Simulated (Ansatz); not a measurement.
**Run report: C$_{3}$H$_{5}$AlF$_{2}$, nudged elastic band**

System: C$_{3}$H$_{5}$AlF$_{2}$.
Method: RKS PBE0/def2-SVP (Ansatz 0.2.0).

It belongs to a series of runs on one base structure; here: band between the two ends. Figures and captions count atoms from 1; the log counts them from 0 in places.

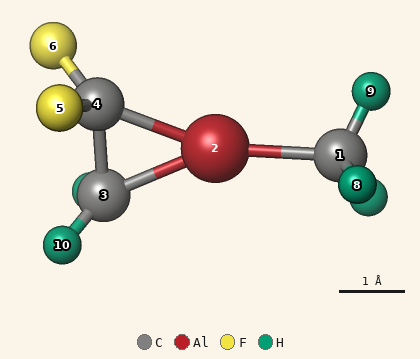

Figure 1. The structure as given in the input (ball-and-stick view, seen at a tilt; atoms are numbered from 1 in the order of the input). Sticks mark near contacts.

## Input file
```yaml
crystal:
  periodic: [false, false, false]
  atoms:
    - { symbol: C, position_ang: [-1.201712, -1.285268, 1.470798] }
    - { symbol: Al, position_ang: [-0.190765, -0.154426, 0.255527] }
    - { symbol: C, position_ang: [1.134299, 0.133213, -1.126573] }
    - { symbol: C, position_ang: [0.417626, 1.432576, -0.703822] }
    - { symbol: F, position_ang: [-0.387563, 1.889865, -1.707329] }
    - { symbol: F, position_ang: [1.239605, 2.445467, -0.345159] }
    - { symbol: H, position_ang: [-0.615879, -2.165889, 1.778178] }
    - { symbol: H, position_ang: [-2.108247, -1.65593, 0.962452] }
    - { symbol: H, position_ang: [-1.524205, -0.740898, 2.371379] }
    - { symbol: H, position_ang: [1.137766, -0.080999, -2.205771] }
    - { symbol: H, position_ang: [2.164475, 0.125288, -0.72908] }
basis:
  gaussian: { orbitals: def2-SVP }
hamiltonian:
  xc: pbe0
neb:
  order_check: false
  images: 5
  f_tol: 0.05
  max_iterations: 53
  initial_path: idpp
  final_atoms:
    - { symbol: C, position_ang: [-1.21639644, -1.28431313, 1.46285098] }
    - { symbol: Al, position_ang: [-0.21112607, -0.15588425, 0.24016921] }
    - { symbol: C, position_ang: [1.27971208, 0.19315483, -0.94601633] }
    - { symbol: C, position_ang: [0.28671757, 1.37477496, -0.864426] }
    - { symbol: F, position_ang: [-0.34954808, 1.57087373, -2.05297308] }
    - { symbol: F, position_ang: [0.85267856, 2.55066105, -0.50140819] }
    - { symbol: H, position_ang: [-1.91711363, -1.91671199, 0.89157356] }
    - { symbol: H, position_ang: [-1.80885423, -0.69700368, 2.18065229] }
    - { symbol: H, position_ang: [-0.54876605, -1.9584942, 2.02242385] }
    - { symbol: H, position_ang: [1.46725066, -0.18174752, -1.96340902] }
    - { symbol: H, position_ang: [2.23084561, 0.44768919, -0.44883727] }
```

Command:
```bash
ansatz run input.yaml --threads 2 --pin off --max-ram 3072MiB --backend cpu --events-out ev --progress --plain --runs-dir out
```

## What the program printed
```
Engine: ansatz 0.2.0, x86_64-unknown-linux-gnu
Functional definition: PBE0
  parameter a = 0.25
  parameter kappa = 0.804
  parameter beta = 0.06672455060314922
  exchange = (1 - a)*pbe_x(kappa = kappa, mu = beta*pi^2/3) + a*exact_x
  correlation = pbe_c(beta = beta)
1212 factors; integrals over basis functions are off by at most 3.9e-4 eV
mean field evaluation 1: about -15191.4059 eV, gradient 6.2e1 eV
mean field evaluation 2: about -15188.1460 eV, gradient 6.8e1 eV
mean field evaluation 4: about -15200.7094 eV, gradient 3.6e0 eV
mean field evaluation 8: about -15200.7758 eV, gradient 1.7e-1 eV
mean field evaluation 16: about -15200.7759 eV, gradient 2.2e-5 eV
mean field -15200.77590265 eV, -558.6182109664 hartree, gradient 2.2e-5 eV, S^2 0.000000; 0 other end points of the search recorded, 0 dependent functions left out
the calculation of the forces begins
reference -15200.77593128 eV, -558.6182120186 hartree; 27, 27 occupied and 86, 86 virtual orbitals, 1212 factors
1212 factors; integrals over basis functions are off by at most 4.2e-4 eV
mean field evaluation 32: about -15200.7754 eV, gradient 2.2e-4 eV
mean field -15200.77537028 eV, -558.6181914022 hartree, gradient 2.4e-5 eV, S^2 0.000000; 0 other end points of the search recorded, 0 dependent functions left out
[... from here on the field's lines of each further geometry are left out, up to the last ...]
NEB iter   1: max|band force component| = 2.154e-1 eV/Å  barrier→ = 0.0048 eV  barrier← = 0.0043 eV  CI = image 3  Δτ_max = 0.0271 Å  (196 SCF iters)
NEB iter   2: max|band force component| = 9.173e-2 eV/Å  barrier→ = 0.0011 eV  barrier← = 0.0005 eV  CI = image 3  Δτ_max = 0.0252 Å  (141 SCF iters)
NEB iter   3: max|band force component| = 6.049e-2 eV/Å  barrier→ = 0.0004 eV  barrier← = -0.0001 eV  CI = image 5  Δτ_max = 0.0104 Å  (142 SCF iters)
the calculation of the forces begins
reference -15200.77584577 eV, -558.6182088759 hartree; 27, 27 occupied and 86, 86 virtual orbitals, 1212 factors
1212 factors; integrals over basis functions are off by at most 9.3e-4 eV
mean field evaluation 320: about -15200.7756 eV, gradient 2.4e-5 eV
mean field -15200.77559631 eV, -558.6181997085 hartree, gradient 1.7e-5 eV, S^2 0.000000; 1 other end points of the search recorded, 0 dependent functions left out
the calculation of the forces begins
reference -15200.77562475 eV, -558.6182007538 hartree; 27, 27 occupied and 86, 86 virtual orbitals, 1212 factors
NEB iter   4: max|band force component| = 4.151e-2 eV/Å  barrier→ = 0.0003 eV  barrier← = -0.0002 eV  CI = image 5  Δτ_max = 0.0000 Å  (285 SCF iters)
```

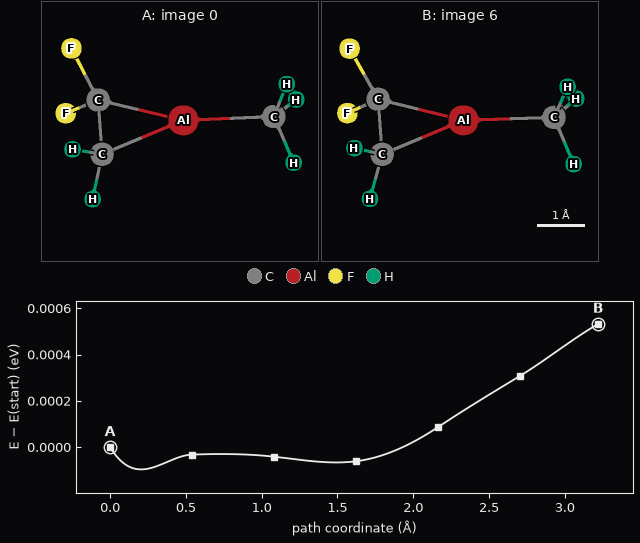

Figure 2. Images of the last band (counted from 0; ball-and-stick, seen at a tilt) above the energy along the path; the line is a cubic interpolation that uses the forces. No image lies above both ends; the end is 0.001 eV above the start. The path is 3.22 Å long. The band converged in 4 iterations.

```
Total energy: -15200.77562475 eV, -558.6182007538 hartree
Atom 0 at    -1.285020    -1.288541     1.398115 Å, force     0.021354     0.007566    -0.003395 eV/Å
Atom 1 at    -0.239542    -0.158153     0.210967 Å, force    -0.010790    -0.003094     0.002937 eV/Å
Atom 2 at     1.398224     0.300247    -0.715801 Å, force    -0.002091    -0.000249    -0.015552 eV/Å
Atom 3 at     0.243262     1.281793    -1.015059 Å, force    -0.003656     0.009674     0.019840 eV/Å
Atom 4 at    -0.160337     1.188719    -2.313692 Å, force     0.006403    -0.004201    -0.004581 eV/Å
Atom 5 at     0.533958     2.580646    -0.766761 Å, force     0.003339    -0.004583    -0.006213 eV/Å
Atom 6 at    -1.447762    -2.274886     0.932930 Å, force    -0.005509    -0.005196    -0.000451 eV/Å
Atom 7 at    -2.266490    -0.854932     1.639661 Å, force    -0.007772    -0.001090     0.002075 eV/Å
Atom 8 at    -0.738597    -1.462175     2.339718 Å, force    -0.002777    -0.000925     0.002295 eV/Å
Atom 9 at     1.863826    -0.154317    -1.603201 Å, force     0.003797     0.001726    -0.000471 eV/Å
Atom 10 at     2.163878     0.784599    -0.086277 Å, force    -0.002298     0.000373     0.003516 eV/Å
Dipole moment:    -0.161837    -0.577448     0.534417 e Å
this run last wrote the band of iteration 4 to [file]
```

## The last band as extended XYZ (Å, eV, eV/Å)
```
11
Properties=species:S:1:pos:R:3:forces:R:3 image=0 energy=-15200.77590
C    -1.2017   -1.2853    1.4708   -0.0041   0.0039  -0.0013
Al   -0.1908   -0.1544    0.2555    0.0008   0.0005  -0.0052
C     1.1343    0.1332   -1.1266    0.0065   0.0000   0.0062
C     0.4176    1.4326   -0.7038   -0.0040  -0.0010  -0.0110
F    -0.3876    1.8899   -1.7073    0.0061  -0.0018   0.0089
F     1.2396    2.4455   -0.3452   -0.0006  -0.0028  -0.0016
H    -0.6159   -2.1659    1.7782    0.0016   0.0023   0.0037
H    -2.1082   -1.6559    0.9625    0.0011   0.0036   0.0027
H    -1.5242   -0.7409    2.3714   -0.0012  -0.0096   0.0006
H     1.1378   -0.0810   -2.2058    0.0004   0.0032  -0.0002
H     2.1645    0.1253   -0.7291   -0.0066   0.0017  -0.0027
11
Properties=species:S:1:pos:R:3:forces:R:3 image=1 energy=-15200.77593
C    -1.2148   -1.2916    1.4558    0.0050   0.0150  -0.0074
Al   -0.1940   -0.1665    0.2425   -0.0055  -0.0007   0.0038
C     1.2077    0.1513   -1.0542    0.0039   0.0042  -0.0126
C     0.3666    1.4115   -0.7607   -0.0105  -0.0015   0.0225
F    -0.3861    1.7582   -1.8448    0.0026  -0.0024  -0.0081
F     1.0834    2.4993   -0.3951    0.0049   0.0008  -0.0035
H    -0.7399   -2.2742    1.5977   -0.0015  -0.0088   0.0045
H    -2.2257   -1.4590    1.0477   -0.0025  -0.0039  -0.0005
H    -1.3388   -0.8129    2.4399    0.0013  -0.0011   0.0017
H     1.3015   -0.1197   -2.1164    0.0026  -0.0017  -0.0013
H     2.2055    0.2466   -0.5919   -0.0002   0.0000   0.0008
11
Properties=species:S:1:pos:R:3:forces:R:3 image=2 energy=-15200.77594
C    -1.2348   -1.2968    1.4342    0.0125   0.0266   0.0051
Al   -0.2048   -0.1751    0.2256   -0.0144  -0.0027   0.0041
C     1.2716    0.1774   -0.9750    0.0084   0.0076  -0.0215
C     0.3237    1.3860   -0.8203   -0.0133  -0.0008   0.0385
F    -0.3595    1.6232   -1.9770    0.0042  -0.0031  -0.0185
F     0.9325    2.5395   -0.4598    0.0061   0.0005  -0.0049
H    -0.8920   -2.3421    1.4169   -0.0037  -0.0153   0.0032
H    -2.3044   -1.2740    1.1700   -0.0055  -0.0059  -0.0042
H    -1.1522   -0.9224    2.4680    0.0019  -0.0041  -0.0019
H     1.4615   -0.1448   -2.0098    0.0044  -0.0008  -0.0023
H     2.2238    0.3722   -0.4521   -0.0006  -0.0020   0.0022
11
Properties=species:S:1:pos:R:3:forces:R:3 image=3 energy=-15200.77596
C    -1.2575   -1.2962    1.4146    0.0213   0.0232   0.0184
Al   -0.2224   -0.1733    0.2119   -0.0180  -0.0032   0.0021
C     1.3228    0.2096   -0.8893    0.0064   0.0090  -0.0243
C     0.2901    1.3577   -0.8848   -0.0135   0.0042   0.0416
F    -0.3078    1.4855   -2.1040    0.0092  -0.0048  -0.0200
F     0.7930    2.5675   -0.5456    0.0052  -0.0029  -0.0065
H    -1.0631   -2.3652    1.2399   -0.0054  -0.0148  -0.0009
H    -2.3381   -1.1099    1.3183   -0.0083  -0.0042  -0.0054
H    -0.9801   -1.0720    2.4590   -0.0011  -0.0041  -0.0059
H     1.6098   -0.1612   -1.8848    0.0053   0.0009  -0.0029
H     2.2187    0.5006   -0.3145   -0.0012  -0.0034   0.0038
11
Properties=species:S:1:pos:R:3:forces:R:3 image=4 energy=-15200.77582
C    -1.2756   -1.2916    1.4030    0.0294   0.0154   0.0112
Al   -0.2361   -0.1636    0.2087   -0.0175  -0.0055   0.0028
C     1.3636    0.2501   -0.8010    0.0015   0.0056  -0.0207
C     0.2641    1.3244   -0.9508   -0.0080   0.0089   0.0312
F    -0.2401    1.3401   -2.2176    0.0097  -0.0046  -0.0135
F     0.6629    2.5828   -0.6516    0.0035  -0.0045  -0.0067
H    -1.2487   -2.3422    1.0733   -0.0069  -0.0105  -0.0023
H    -2.3249   -0.9702    1.4774   -0.0116  -0.0023  -0.0019
H    -0.8395   -1.2576    2.4160   -0.0033  -0.0015  -0.0024
H     1.7424   -0.1670   -1.7461    0.0049   0.0019  -0.0023
H     2.1973    0.6375   -0.1907   -0.0018  -0.0029   0.0047
11
Properties=species:S:1:pos:R:3:forces:R:3 image=5 energy=-15200.77560
C    -1.2850   -1.2885    1.3981    0.0214   0.0076  -0.0034
Al   -0.2395   -0.1582    0.2110   -0.0108  -0.0031   0.0029
C     1.3982    0.3002   -0.7158   -0.0021  -0.0002  -0.0156
C     0.2433    1.2818   -1.0151   -0.0037   0.0097   0.0198
F    -0.1603    1.1887   -2.3137    0.0064  -0.0042  -0.0046
F     0.5340    2.5806   -0.7668    0.0033  -0.0046  -0.0062
H    -1.4478   -2.2749    0.9329   -0.0055  -0.0052  -0.0005
H    -2.2665   -0.8549    1.6397   -0.0078  -0.0011   0.0021
H    -0.7386   -1.4622    2.3397   -0.0028  -0.0009   0.0023
H     1.8638   -0.1543   -1.6032    0.0038   0.0017  -0.0005
H     2.1639    0.7846   -0.0863   -0.0023   0.0004   0.0035
11
Properties=species:S:1:pos:R:3:forces:R:3 image=6 energy=-15200.77537
C    -1.2731   -1.2809    1.4166    0.0008  -0.0004   0.0009
Al   -0.2259   -0.1579    0.2245    0.0001  -0.0005   0.0041
C     1.3723    0.2512   -0.7904   -0.0071  -0.0025  -0.0038
C     0.2650    1.3167   -0.9569    0.0072   0.0104   0.0067
F    -0.2174    1.3357   -2.2308   -0.0037  -0.0035  -0.0010
F     0.6557    2.5757   -0.6456   -0.0017  -0.0026  -0.0048
H    -1.8219   -2.0353    0.8275   -0.0011  -0.0009  -0.0013
H    -2.0144   -0.7033    1.9893    0.0000  -0.0003  -0.0005
H    -0.6254   -1.8245    2.1225   -0.0008   0.0004  -0.0007
H     1.7348   -0.1877   -1.7321    0.0056   0.0015  -0.0015
H     2.2156    0.6532   -0.2040    0.0007  -0.0015   0.0019
```

## Key numbers

```csv
quantity,value
outcome,converged
"barrier, forward",0.000 eV
"barrier, backward",0.000 eV
hardware,"2 threads of Intel Xeon @ 2.50GHz (Skylake/Cascade Lake), 16 GiB of memory available, shared host"
wall time,1.8 min (CPU time 3.5 min)
peak memory,0.28 GiB
```

## Notes

The order of the saddle point was not checked.
